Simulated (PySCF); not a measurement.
C₂H₉N, SMILES `CN.C`.

Level of theory: CAM-B3LYP/6-31+G* (PySCF), at a geometry from GFN2-xTB.

Coordinates in Å:

```
C1      -1.6934   -0.5939   -0.0064
N2      -1.2363    0.7840    0.0373
H3      -0.9089   -1.3255   -0.2488
H4      -2.4807   -0.6748   -0.7551
H5      -2.1150   -0.8513    0.9648
H6      -0.8425    1.0492   -0.8595
H7      -0.5067    0.8888    0.7347
C8       2.5663   -0.1010   -0.0060
H9       1.9107   -0.5935    0.7007
H10      3.5335    0.0568    0.4527
H11      2.1452    0.8544   -0.2921
H12      2.6813   -0.7227   -0.8845
```

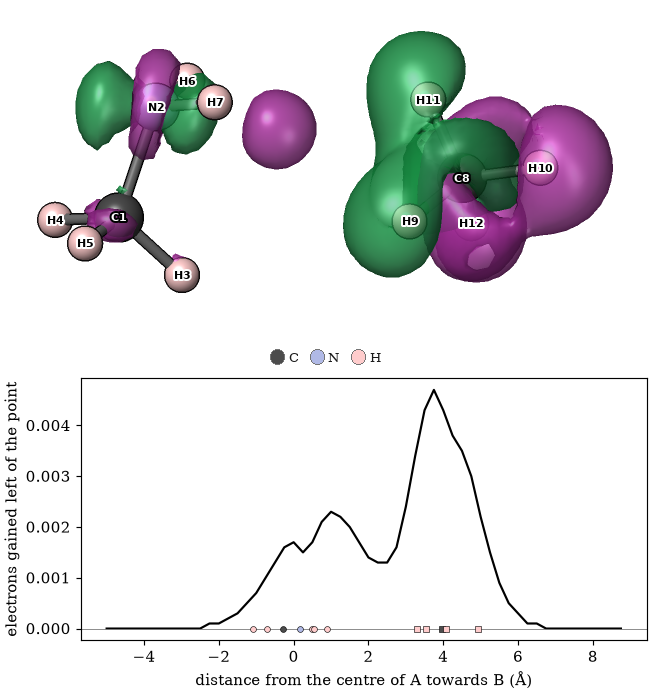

Density of the complex less the densities of the two fragments at the same geometry, ±0.0004 e/Å³ (green: gain, purple: loss). Fragment A: H5CN (atoms 1–7); fragment B: H4C. Below: the charge-displacement curve along the line of centres (A on the left).

How is the density rearranged on binding?

Hirshfeld charges show almost no net transfer (under 0.005 e). 0.01 e is displaced in all, which induces a dipole of 0.08 D.

What is the interaction energy, and which contacts carry it?

The counterpoise-corrected interaction energy of the frozen fragments is 0.0 kcal/mol without dispersion correction and −0.6 kcal/mol with D3(BJ). The pair geometry is semi-empirical, not a minimum at this level. Contacts: N2···C8, 3.90 Å, ρ = 0.003 a.u. The pose is a local one from a semi-empirical search, not shown to be the most stable.
